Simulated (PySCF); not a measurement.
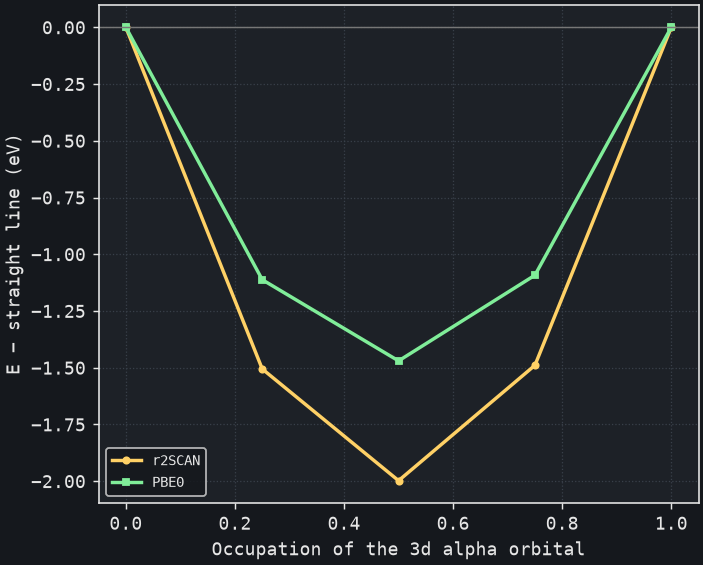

One 3d alpha orbital of Mn²⁺ ([Ar] 3d⁵) is emptied in steps. The plot gives the energy less the straight line between the integer ends. PySCF, aug-cc-pVDZ, non-relativistic, unrestricted single determinants, no spin-orbit coupling.

Describe the curvature of each method.

Answer. r2SCAN: convex (delocalisation error), largest departure −2.0 eV, removal energy 34.28 eV; PBE0: convex (delocalisation error), largest departure −1.5 eV, removal energy 34.27 eV. The measured removal energy is 33.67 eV. The exact energy is a straight line between whole electron numbers.
